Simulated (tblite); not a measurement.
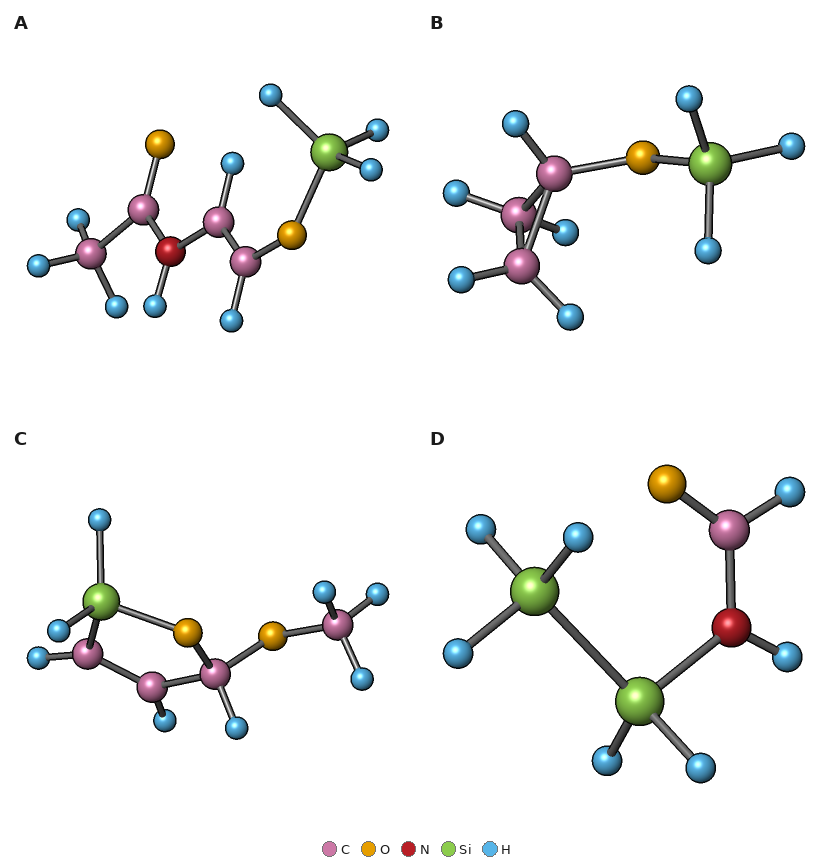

The picture comes from a calculation with tblite.

```xyz
12
charge 0, multiplicity 1
O     0.6484    1.5395   -0.5853
C     1.5571    0.7637   -0.3763
N     1.4013   -0.4799    0.0735
Si   -0.2174   -1.1385    0.4206
Si   -1.6797    0.5715   -0.0946
H     2.6053    1.0636   -0.5575
H     2.2388   -1.0234    0.2048
H    -0.1912   -2.3719   -0.3817
H    -0.0422   -1.5855    1.8115
H    -1.5755    1.7330    0.7835
H    -1.7178    0.9149   -1.5132
H    -3.0260    0.0122    0.1889
```

> Which panel shows the molecule in this file?

D. The file holds CH7NOSi2, `O=CN[SiH2][SiH3]`.
